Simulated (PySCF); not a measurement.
# B3H9 ((H2B-mu-H)3): what the fields show

```xyz
12

B    -0.1574    0.9418   -0.9786
H     0.5713    1.5618   -0.2874
H    -0.0313    1.2294   -2.1163
H    -1.2939    0.8493   -0.6741
B    -0.3855    0.2812    1.3407
H    -1.5274    0.2537    1.5617
H     0.3312    0.9673    1.9482
H     0.0977   -0.7795    0.9756
B     0.5378   -1.2766   -0.2386
H     1.6791   -1.4767   -0.0530
H    -0.1764   -2.1865   -0.4356
H     0.3550   -0.3651   -1.0426
```

Geometry: GFN2-xTB.

These are results of PySCF 2.14.0, PBE/pcSseg-1, SCF density, gas phase, non-relativistic, not measurements.

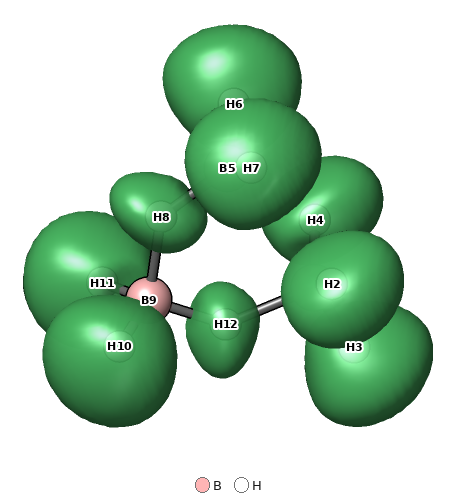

Figure 1. Isosurface of the electron localisation function at 0.9 (green), seen at a tilt. Only the valence region is drawn (cores and ρ < 0.01 e/Å³ removed).

Where are the electrons localised?

The ELF exceeds this value in nine regions around hydrogen nuclei.


B–H (1.16 Å): the ELF climbs to about 1 towards the hydrogen, as it does in any bond to H: a covalent bond by its length.

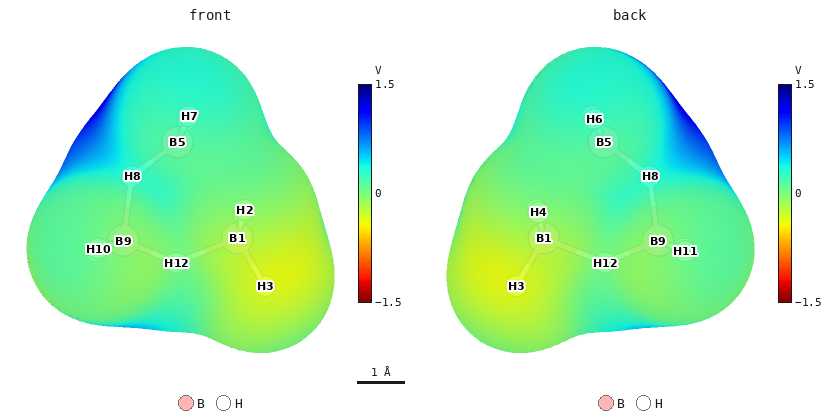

Figure 2. The molecular electrostatic potential painted on the density surface at 0.001 e/bohr³, seen from the front and from behind; red is negative and blue positive.

Which sites attract a positive test charge, and which a negative one?

A positive charge is drawn to the negative regions and a negative charge to the positive ones. The most negative region (about −0.4 V) lies over H3, the most positive (about +1.2 V) over B5.

How polar is the molecule by this calculation?

Its dipole moment is 1.11 D.
